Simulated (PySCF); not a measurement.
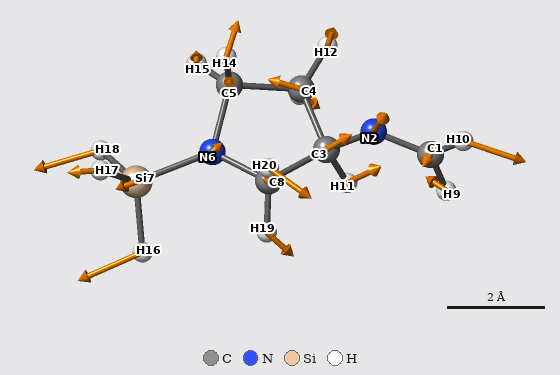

A relaxation of C5H12N2Si. The starting structure is drawn; orange arrows show the displacements, magnified 20 times. The two geometries are superimposed by the best rigid fit.

A ball-and-stick model, seen from a free direction.

The start comes from GFN2-xTB. Its atoms were then displaced at random by about 0.01 Å.

All numbers below come from PBE0-D3(BJ)/def2-SVP geometry optimisation, gas phase in PySCF 2.14.0, density-fitted response routines. 

### Which element moves most?

Hydrogen: up to 0.074 Å, against 0.043 Å for nitrogen.

### Describe the change and its energy.

After 7 geometry steps the energy has fallen by 20.5 kJ/mol. The largest moves after the best rigid fit, 0.074 Å, are those of H atoms. Largest moves by element: H 0.074 Å, N 0.043 Å, C 0.037 Å, Si 0.025 Å. Near-neighbour distances that change, for instance: C–H 1.054 → 1.099 Å, C–C 1.568 → 1.529 Å, N–Si 1.696 → 1.732 Å, C–C 1.520 → 1.547 Å. Among the angles between lasting bonds that change: N–C–H 109.6° → 112.8°, C–N–C 121.5° → 118.6°, C–C–H 107.3° → 110.2°.
